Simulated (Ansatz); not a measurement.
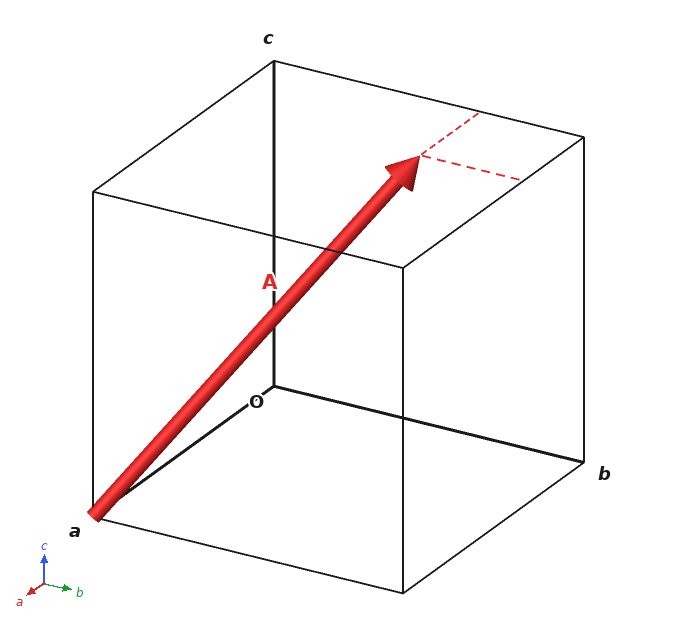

Crystal: Si, the input geometry of an electronic-structure calculation (not necessarily at equilibrium). The arrow starts at a corner of the unit cell and ends on its surface; where a tip isn't a corner, dashed lines run from it parallel to the axes. The drawing is computed from the coordinates (standard cell, symmetry found to 0.002 Å).

a = 5.495 Å, b = 5.495 Å, c = 5.495 Å, α = 90.00°, β = 90.00°, γ = 90.00°.

> Index the direction.

Arrow A runs from (1, 0, 0) to (1/3, 2/3, 1), so [−2 2 3].

> How long is the vector ua + vb + wc?

22.657 Å.

> In Fd-3m, No. 227, origin choice 1, how many directions are equivalent to A (Laue class m-3m, both senses counted)?

24.
